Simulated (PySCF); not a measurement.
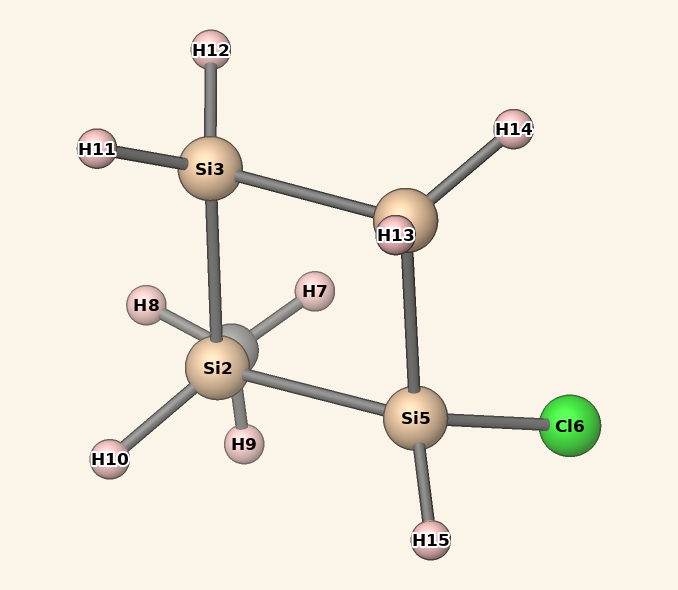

C1 lies behind Si2. The molecule seen nearly along the Si2–C1 bond, Si2 in front. Distant atoms are faded towards the background colour. Computed geometry: GFN2-xTB optimisation. No frequency run is at hand to confirm it as a minimum.

What is the torsion angle Si3–Si2–C1–H7? The sign is positive where the front bond must turn clockwise to cover the back bond.

55°, synclinal (gauche). The bonds about Si2–C1 are staggered.
